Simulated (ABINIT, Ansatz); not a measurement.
# BP (F-43m): Raman and infrared activity, part 2 of 3

Wanted: vibrational spectra of BP (F-43m) from linear and non-linear response.

ABINIT 10.8.3; DFT LDA, scalar-relativistic, plane waves, PseudoDojo norm-conserving pseudopotentials.

So far. Step 5 (Zone-centre response): The acoustic modes at Γ come out as far as 0.3 cm⁻¹ from zero, where they should vanish, a small numerical error; the Born charges miss their sum rule by 1.5e-4 e, which is good. The relaxed cell has a = 4.487 Å (conventional setting).

### 6. Zone-centre analysis

anaddb reads the merged derivatives, imposes the acoustic sum rule and charge neutrality, and adds the LO-TO term along chosen directions.

Contents of anaddb.abi:

```
ddb_filepath "gamma_DDB"
output_file "anaddb.abo"
outdata_prefix "anaddb"
asr 1
chneut 1
enunit 2
eivec 1
nph1l 1
qph1l 0.0 0.0 0.0 1.0
dieflag 1
nph2l 3
qph2l 
    1.0 0.0 0.0 0.0
    0.0 0.0 1.0 0.0
    1.0 1.0 1.0 0.0
nlflag 1
ramansr 1
alphon 1
prtmbm 1
```

Contents of mrgddb.in:

```
gamma_DDB
merged
3
dfpt_gammao_DS2_DDB
dfpt_gammao_DS3_DDB
gso_DDB
```

Run with:

```console
$ mrgddb < mrgddb.in > mrgddb.log
$ OMP_NUM_THREADS=1 anaddb anaddb.abi > anaddb.log
```

anaddb.abo, the main output file:

```text
[banners, grids, parts of the stress and lines that vanish by symmetry left out]
-outvars_anaddb: echo values of input variables ----------------------

 Flags :
[...]
Dielectric Tensor and Effective Charges
[...]
Effective charge tensors after
[...]
1          1       -0.000000004        0.000000002        0.000000002
[...]
1          2       -0.000000000        0.000000000        0.231395502
[...]
1          3       -0.000000000        0.231395500       -0.000000002
[...]
2          1        0.000000004       -0.000000002       -0.000000002
[...]
2          2       -0.000000000       -0.000000000       -0.231395502
[...]
2          3       -0.000000000       -0.231395500        0.000000002
[...]
Phonon wavevector (reduced coordinates) :  0.00000  0.00000  0.00000
 Phonon energies in Hartree :
[...]
Phonon energies in meV     :
-  0.000000E+00  0.000000E+00  0.000000E+00  1.018034E+02  1.018034E+02
-  1.018034E+02
 Phonon frequencies in cm-1    :
-  0.000000E+00  0.000000E+00  0.000000E+00  8.210999E+02  8.210999E+02
-  8.210999E+02
 Phonon frequencies in Thz     :
-  0.000000E+00  0.000000E+00  0.000000E+00  2.461596E+01  2.461596E+01
-  2.461596E+01
 Phonon energies in Kelvin  :
-  0.000000E+00  0.000000E+00  0.000000E+00  1.181380E+03  1.181380E+03
-  1.181380E+03
[...]
-  1  0.00000000E+00  1.14876558E-06  3.62335570E-03
-     0.00000000E+00  0.00000000E+00  0.00000000E+00
-  2  0.00000000E+00  1.14876555E-06  3.62335560E-03
-     0.00000000E+00  0.00000000E+00  0.00000000E+00
[...]
-  1  5.66097204E-07  3.62335565E-03 -1.14876559E-06
-     0.00000000E+00  0.00000000E+00  0.00000000E+00
-  2  5.66097188E-07  3.62335555E-03 -1.14876556E-06
-     0.00000000E+00  0.00000000E+00  0.00000000E+00
[...]
-  1  3.62335584E-03 -5.66097218E-07  0.00000000E+00
-     0.00000000E+00  0.00000000E+00  0.00000000E+00
-  2  3.62335573E-03 -5.66097202E-07  0.00000000E+00
-     0.00000000E+00  0.00000000E+00  0.00000000E+00
[...]
-  1  5.84101092E-07 -1.33448125E-06  6.13302891E-03
-     0.00000000E+00  0.00000000E+00  0.00000000E+00
-  2 -2.03873107E-07  4.65783819E-07 -2.14065626E-03
-     0.00000000E+00  0.00000000E+00  0.00000000E+00
[...]
-  1  1.18583791E-06  6.13302883E-03  1.33436829E-06
-     0.00000000E+00  0.00000000E+00  0.00000000E+00
-  2 -4.13901740E-07 -2.14065623E-03 -4.65744393E-07
-     0.00000000E+00  0.00000000E+00  0.00000000E+00
[...]
-  1  6.13302894E-03 -1.18571079E-06 -5.84359093E-07
-     0.00000000E+00  0.00000000E+00  0.00000000E+00
-  2 -2.14065627E-03  4.13857371E-07  2.03963159E-07
-     0.00000000E+00  0.00000000E+00  0.00000000E+00
[...]
-     1         -0.000000     0.000000    -0.000000     0.000000
-     2          0.000000    -0.000000    -0.000000     0.000000
-     3         -0.000000    -0.000000    -0.000000     0.000000
-     4          0.000000     0.000000    -0.818538     0.818538
-     5         -0.000000    -0.818538    -0.000000     0.818538
-     6         -0.818538    -0.000000     0.000000     0.818538
[...]
-   1     Real    0.0000E+00  0.0000E+00  0.0000E+00  0.0000E+00  0.0000E+00  0.0000E+00  0.0000E+00
[...]
-   2     Real    0.0000E+00  0.0000E+00  0.0000E+00  0.0000E+00  0.0000E+00  0.0000E+00  0.0000E+00
[...]
-   3     Real    0.0000E+00  0.0000E+00  0.0000E+00  0.0000E+00  0.0000E+00  0.0000E+00  0.0000E+00
[...]
-   4     Real    0.0000E+00  0.0000E+00  2.8272E-05  0.0000E+00  0.0000E+00  0.0000E+00  2.8272E-05
[...]
-   5     Real    0.0000E+00  2.8272E-05  0.0000E+00  0.0000E+00  0.0000E+00  0.0000E+00  2.8272E-05
[...]
-   6     Real    2.8272E-05  0.0000E+00  0.0000E+00  0.0000E+00  0.0000E+00  0.0000E+00  2.8272E-05
[...]
-        -0.000000000       0.000000000      -0.000000000
-         0.000000000       0.000000000       0.000000000
[...]
Phonon at Gamma, with non-analyticity in the
[...]
Phonon energies in Hartree :
[...]
Phonon energies in meV     :
-  0.000000E+00  0.000000E+00  0.000000E+00  1.018034E+02  1.018034E+02
-  1.027270E+02
 Phonon frequencies in cm-1    :
-  0.000000E+00  0.000000E+00  0.000000E+00  8.210999E+02  8.210999E+02
-  8.285492E+02
 Phonon frequencies in Thz     :
-  0.000000E+00  0.000000E+00  0.000000E+00  2.461596E+01  2.461596E+01
-  2.483928E+01
 Phonon energies in Kelvin  :
-  0.000000E+00  0.000000E+00  0.000000E+00  1.181380E+03  1.181380E+03
-  1.192097E+03
[...]
-  1  0.00000000E+00  1.15153627E-06  3.62335570E-03
[...]
-  2  0.00000000E+00  1.15153624E-06  3.62335559E-03
[...]
Phonon at Gamma, with non-analyticity in the
[...]
Phonon energies in Hartree :
[...]
Phonon energies in meV     :
-  0.000000E+00  0.000000E+00  0.000000E+00  1.018034E+02  1.018034E+02
-  1.027270E+02
 Phonon frequencies in cm-1    :
-  0.000000E+00  0.000000E+00  0.000000E+00  8.210999E+02  8.210999E+02
-  8.285492E+02
 Phonon frequencies in Thz     :
-  0.000000E+00  0.000000E+00  0.000000E+00  2.461596E+01  2.461596E+01
-  2.483928E+01
 Phonon energies in Kelvin  :
-  0.000000E+00  0.000000E+00  0.000000E+00  1.181380E+03  1.181380E+03
-  1.192097E+03
[...]
Phonon at Gamma, with non-analyticity in the
[...]
Phonon energies in Hartree :
[...]
Phonon energies in meV     :
-  0.000000E+00  0.000000E+00  0.000000E+00  1.018034E+02  1.018034E+02
-  1.027270E+02
 Phonon frequencies in cm-1    :
-  0.000000E+00  0.000000E+00  0.000000E+00  8.210999E+02  8.210999E+02
-  8.285492E+02
 Phonon frequencies in Thz     :
-  0.000000E+00  0.000000E+00  0.000000E+00  2.461596E+01  2.461596E+01
-  2.483928E+01
 Phonon energies in Kelvin  :
-  0.000000E+00  0.000000E+00  0.000000E+00  1.181380E+03  1.181380E+03
-  1.192097E+03
[...]
-  1  4.80303880E-07 -3.62335585E-03  0.00000000E+00
[...]
-  2  4.80303257E-07 -3.62335575E-03  0.00000000E+00
[...]
-  1  3.62335585E-03  4.80302938E-07  0.00000000E+00
[...]
-  2  3.62335575E-03  4.80303534E-07  0.00000000E+00
[...]
-  1  1.15113738E-03  3.64499821E-03 -4.79613559E-03
[...]
-  2 -4.01789960E-04 -1.27224057E-03  1.67403053E-03
[...]
-  1  4.87349087E-03 -3.43365965E-03 -1.43983122E-03
[...]
-  2 -1.70103042E-03  1.19847552E-03  5.02554896E-04
[...]
-         0.000000000       0.000000000       0.000000000
-         0.000000000       0.000000000      -0.000000000
[...]
-        -0.000000000      -0.018484568       0.014048022
-        -0.018484568      -0.000000000       0.004436546
-         0.014048022       0.004436546      -0.000000000
[...]
-        -0.000000000      -0.005549188      -0.013233512
-        -0.005549188       0.000000000       0.018782700
-        -0.013233512       0.018782700      -0.000000000
[...]
Direction                     Dielectric constant
[...]
0.00000   0.00000   1.00000      9.30241012
   1.00000   1.00000   1.00000      9.30241012
-
```

Elapsed: 0.71 s, on 1 thread of Arm Neoverse V2, shared host.

Numbers from this step:

| Quantity | Value |
| --- | --- |
| mean static dielectric constant | 9.302 |
| highest mode moved by the LO-TO term | 828.5 cm⁻¹ |

No LO-TO term; unit eigenvectors of the mass-weighted matrix, from anaddb's displacements. The modes at Γ (shares of kinetic energy by element, %):

```tsv
mode	frequency (cm⁻¹)	symmetry	B %	P %
1	0.0	acoustic	26	74
2	0.0	acoustic	26	74
3	0.0	acoustic	26	74
4	821.1	T2	74	26
5	821.1	T2	74	26
6	821.1	T2	74	26
```

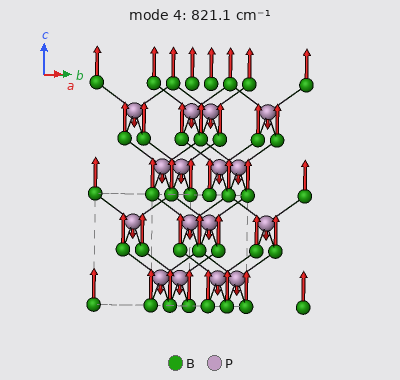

Displacement patterns of mode 4 at Γ; arrows are exaggerated. Bonds to atoms that aren't drawn are left out. 2×1×2 conventional cells are drawn. Some periodic images of atoms are drawn too.

Trace of the oscillator strength, degenerate modes summed. Infrared lines, with heights relative to the strongest:

```tsv
position (cm⁻¹)	lines merged	IR intensity, relative
821	3	100
```

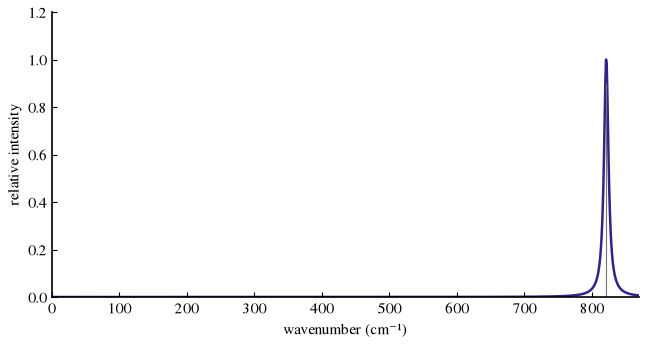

The infrared spectrum, broadened with Lorentzians of width 8 cm⁻¹; bars mark the lines.

From anaddb's Raman susceptibilities, degenerate modes summed; transverse modes, the longitudinal lines of polar modes are not listed. Raman lines, with heights relative to the strongest:

```tsv
position (cm⁻¹)	lines merged	Raman activity (Å⁴/amu), powder, relative
821	3	100
```

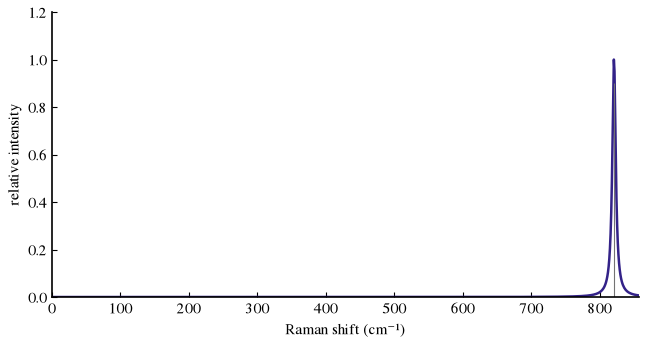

The Raman spectrum, broadened with Lorentzians of width 6 cm⁻¹; bars mark the lines.

Static dielectric tensor (ions relaxed, fixed cell):

```
9.30 0.00 0.00
0.00 9.30 0.00
0.00 0.00 9.30
```

Non-linear optical d (pm/V). Tensor:

```tsv
field along	xx	yy	zz	yz	xz	xy
x	0	0	0	12.36	0	0
y	0	0	0	0	12.36	0
z	0	0	0	0	0	12.36
```

The rule moves no optical mode by more than 0.1 cm⁻¹.

(Continued in part 3 of 3.)

[Host names and launcher messages were left out of these logs when they were recorded.]

[Logs are printed without paths, hosts, clocks, repeated set-up lines and the standing remarks that a program may print on its own settings, such as how far it seeks lower states.]

[Hosts, paths, dates, database ids (printed as entryN), source tags and the programs' standing remarks are cut or masked in the printed files.]
